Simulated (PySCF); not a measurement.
## Electronic structure of C$_{5}$H$_{13}$B (BEt2Me) in real space

Input file:

```
{"job": {"kind": "uv", "xc": "PBE0", "basis": "def2-SVPD", "ip": true, "nstates": 10}, "charge": 0, "multiplicity": 1}
B     -0.168434    -0.308359     0.017509
C      1.409020    -0.334270    -0.071098
C      1.972432    -0.248989     1.355596
H      1.781434     0.528842    -0.650516
H      1.788454    -1.248288    -0.557921
H      3.073612    -0.227417     1.359183
H      1.627043     0.658967     1.875973
H      1.663168    -1.111596     1.967629
C     -0.914280     1.079162     0.095656
C     -1.373394     1.441290    -1.326056
H     -0.260681     1.880936     0.478527
H     -1.798430     1.028500     0.753625
H     -1.907813     2.404030    -1.349151
H     -0.520594     1.527057    -2.018941
H     -2.054044     0.679824    -1.739950
C     -0.968578    -1.662751    -0.005140
H     -2.046237    -1.581991     0.199906
H     -0.524450    -2.385795     0.701083
H     -0.840971    -2.125673    -1.001325
```

Run with:

```sh
OMP_NUM_THREADS=1 python probes_run.py task.json out
```

Geometry: PBE0-D3(BJ)/def2-SVP.

Theory: PySCF 2.14.0, PBE0/def2-SVPD, SCF density, gas phase.

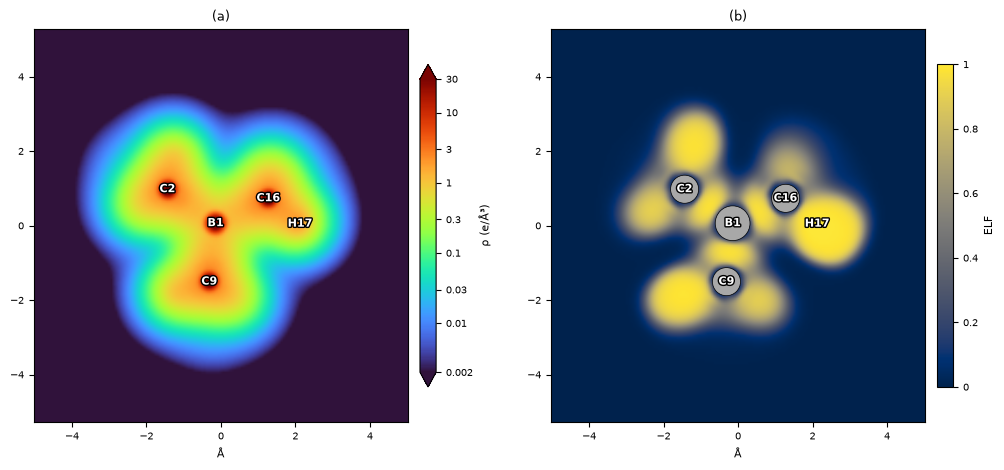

Figure 1. (a) total electron density; (b) ELF on the plane of atoms C2, B1 and C9. Grey discs cover the atomic cores in the ELF map.

Question: Interpret the plot.

Answer: The section cuts through B, C and H sites.
C–B (1.57 Å): the density is about 1.4 e/Å³ at the midpoint; the ELF peaks at about 1 between the atoms (a covalent bond).
C–H (1.10 Å): ρ at the midpoint is about 1.9 e/Å³; the ELF climbs to about 1 towards the hydrogen, as it does in any bond to H (an ordinary covalent bond to hydrogen).

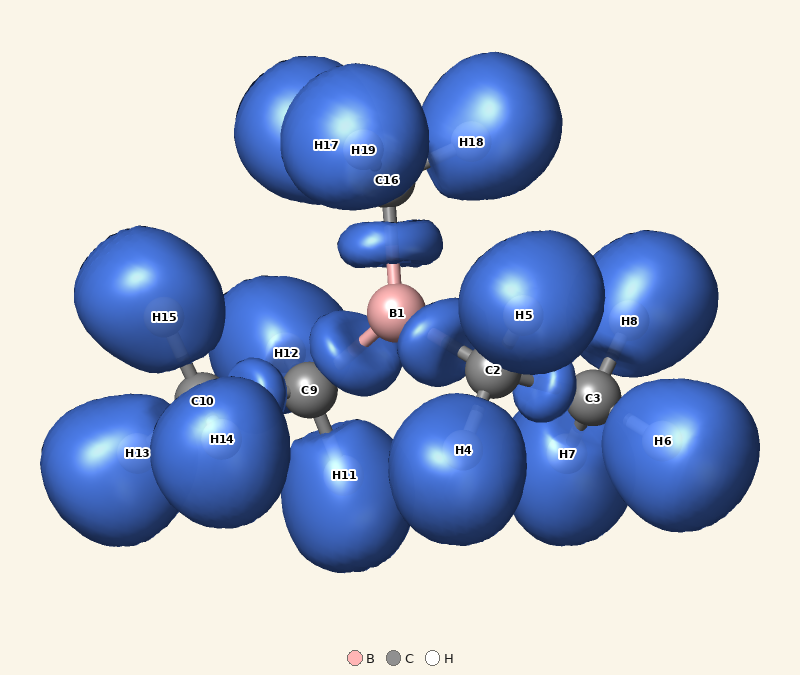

Figure 2. Isosurface of the ELF at 0.8 (blue), seen across its widest extent. Core shells and regions of very low density are left out.

Question: Identify the bonds, lone pairs and shells in this picture.

Answer: The surface consists of three regions between bonded B–C atoms (shared pairs), two regions between bonded C–C atoms (shared pairs) and 13 regions around hydrogen nuclei. Profiles from the grid: C–C (1.54 Å): the ELF peaks at about 0.95 between the atoms: a covalent bond.

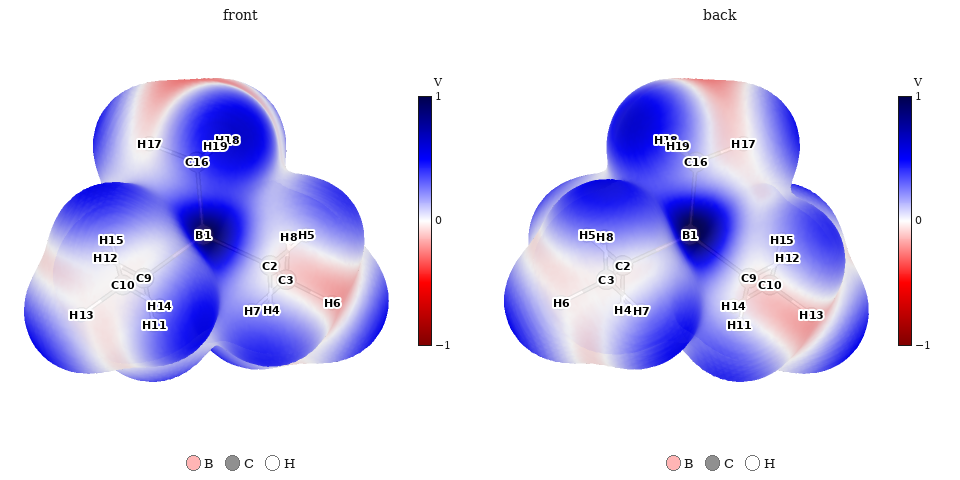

Figure 3. The molecular electrostatic potential painted on the density surface at 0.002 e/bohr³, seen from the front and from behind; red is negative and blue positive.

Question: Where is the surface potential most negative and most positive?

Answer: The most negative region (about −0.2 V) lies over C16, the most positive (about +0.9 V) over B1.
